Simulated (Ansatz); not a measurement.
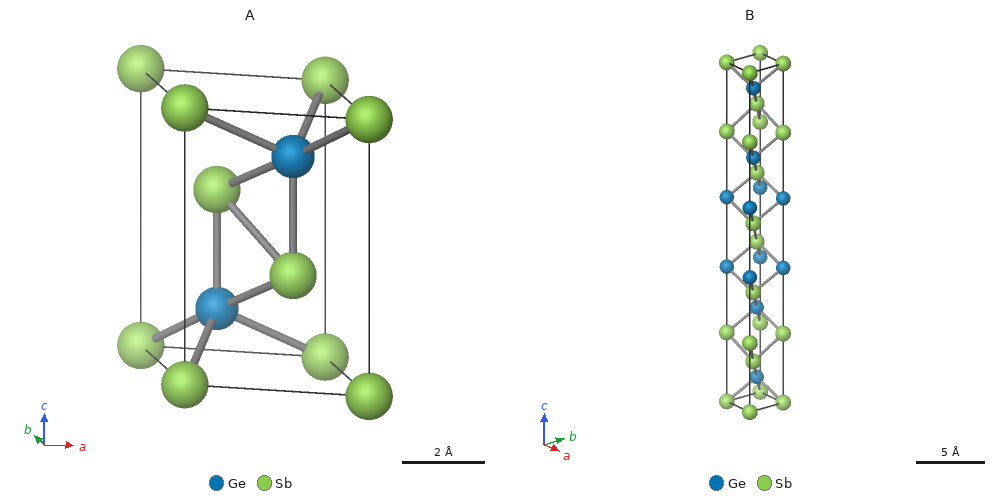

Two structures of Ge2Sb3, each relaxed to rest (conventional cells in solid outline, small ones repeated, not to one scale). Method: DFT PBE, scalar-relativistic, plane waves, PAW (Ansatz), without spin polarisation.

Question: Give the type and space group of each.

Answer: A: 5 atoms a cell on a primitive hexagonal lattice, P-3m1. B: 15 atoms a cell on a rhombohedral (trigonal R) lattice, R-3m.

Question: Compare their energies: which is lower?

Answer: B is lower, by 150 meV/atom at this level of theory (energies at zero smearing). Volumes: A 27.0, B 25.7 Å³/atom.

One or both may be structure types tried for this composition rather than known phases.
